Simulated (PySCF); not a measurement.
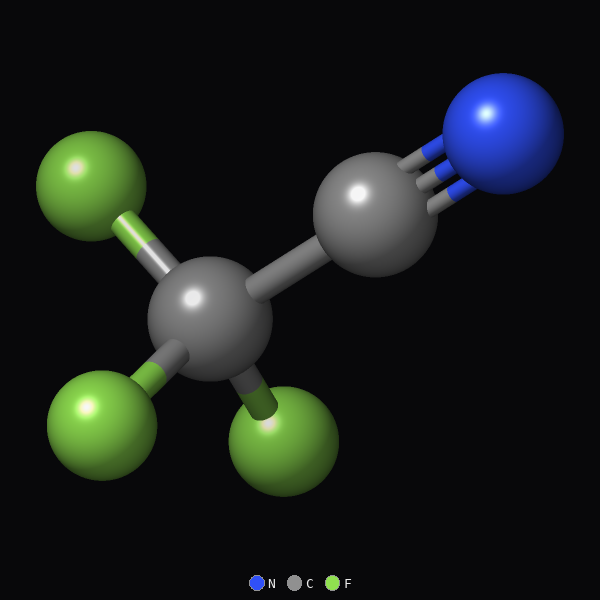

A ball-and-stick model of a molecule.

> Count the atoms of each element.

C2F3N, 6 atoms: 2 carbon, 3 fluorine and 1 nitrogen.

> Write the SMILES.

N#CC(F)(F)F

> How many bonds of each kind are drawn?

3 C–F, 1 C–N, 1 C–C.

> How many atoms are distinct by symmetry?

4: 1 N, 1 C, 1 C, 3 F.

> Name some functional groups or characteristic bonds that it holds.

Among them: nitrile, C–F bond.

The parts below concern this one geometry. Atoms keep their numbers from picture to picture. The geometry was computed by an optimisation with PBE0-D3(BJ)/def2-TZVP. No frequency run is at hand to confirm it as a minimum.

**Geometry**

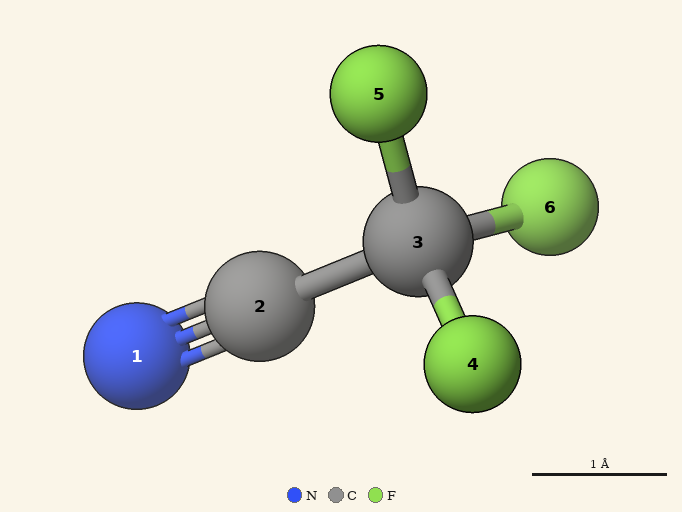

The atoms are numbered. No frequency run is at hand to confirm it as a minimum.

What are the angles N1–C2–C3, C2–C3–F4, F4–C3–F5?

```tsv
angle	degrees
N1–C2–C3	179.9
C2–C3–F4	110.2
F4–C3–F5	108.8
```

**Quadrupole coupling**

No frequency run is at hand to confirm it as a minimum. Electric field gradients from the ground-state density, PBE0/pcSseg-2 (PySCF 2.14.0), non-relativistic apart from any core potentials.

Give the largest field-gradient component, the quadrupole coupling constant and the asymmetry for 14N at N1 (Q = 20.44 mb).

```json
{"atom": "N1", "V_zz (a.u.)": "−1.094", "e²qQ/h (MHz)": "−5.25", "η": "0.00"}
```

**Levels of theory compared**

No frequency run is at hand to confirm it as a minimum. Program: PySCF 2.14.0.

Compare dipole (D), HOMO energy (eV), HOMO–LUMO gap (eV) at these levels: B97-2/pcSseg-2; CAM-B3LYP/aug-cc-pVTZ; KT3/pcSseg-2; PBE0/aug-cc-pVTZ; PBE0/pcSseg-2; WP04/pcSseg-2 in chloroform (IEF-PCM); ωB97X-D/aug-cc-pVTZ; ωB97X-D/pcSseg-2; ωB97X-D/pcSseg-2 in chloroform (IEF-PCM).

```csv
level,dipole (D),HOMO energy (eV),HOMO–LUMO gap (eV)
B97-2/pcSseg-2,1.37,−10.88,9.95
CAM-B3LYP/aug-cc-pVTZ,1.38,−12.66,12.92
KT3/pcSseg-2,1.38,−9.69,7.75
PBE0/aug-cc-pVTZ,1.41,−11.16,10.28
PBE0/pcSseg-2,1.37,−11.19,10.33
WP04/pcSseg-2 in chloroform (IEF-PCM),1.49,−12.20,9.04
ωB97X-D/aug-cc-pVTZ,1.43,−13.07,14.10
ωB97X-D/pcSseg-2,1.39,−13.11,14.18
ωB97X-D/pcSseg-2 in chloroform (IEF-PCM),1.67,−13.04,14.20
```

**Charges**

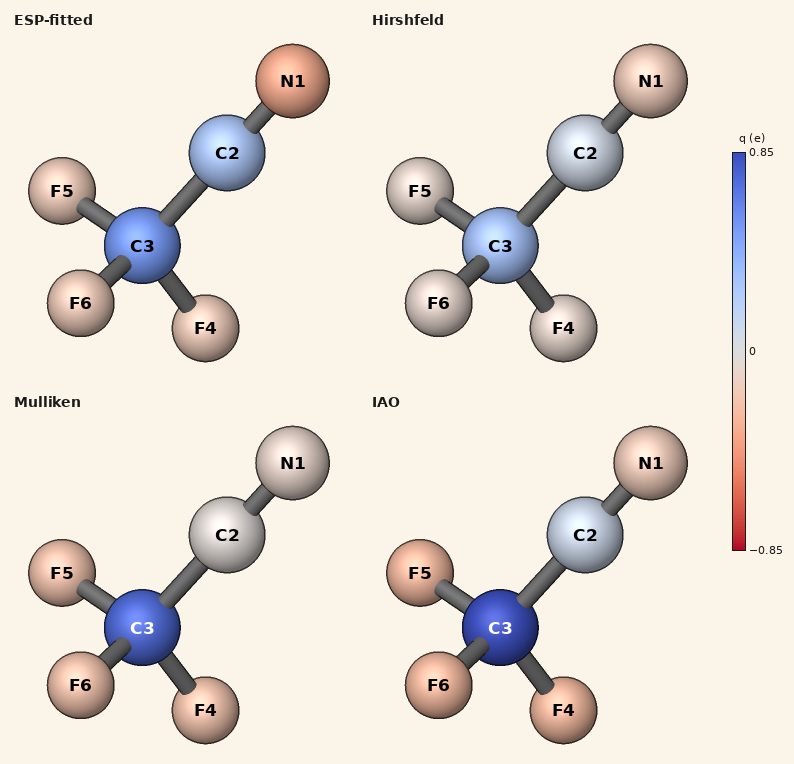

Atomic charges of one calculation by 4 schemes, on one colour scale. No frequency run is at hand to confirm it as a minimum. Level of theory: PBE0/pcSseg-2 (PySCF 2.14.0).

> Which scheme gives the most polar picture (largest mean size of the charges)?

The IAO charges are the largest in size here, and the Hirshfeld charges the smallest.

> On which atom do the schemes disagree most?

On C3 (from 0.29 to 0.83 e).

List the charges (e), one line for each set of equivalent atoms.

```
      atom  ESP-fitted  Hirshfeld  Mulliken    IAO
        N1       −0.33      −0.15     −0.08  −0.15
        C2        0.25       0.07     −0.03   0.09
        C3        0.52       0.29      0.72   0.83
F4, F5, F6       −0.15      −0.07     −0.20  −0.26
```

**Polarisability**

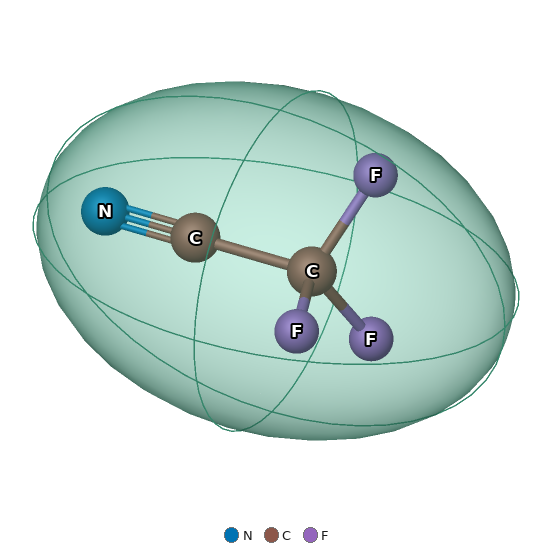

The ellipsoid shows the static dipole polarisability: its half-axes are proportional to the principal values. No frequency run is at hand to confirm it as a minimum. Level of theory: ωB97X-D/aug-cc-pVTZ (PySCF 2.14.0).

> How large and how anisotropic is the polarisability?

Principal values 27.4, 27.4, 40.2 bohr³; mean 31.7 bohr³ (4.69 Å³); anisotropy 12.8 bohr³, so the longest axis is 1.47 times the shortest.

Mulliken values depend strongly on the basis set and can even reverse the polarity of a bond.
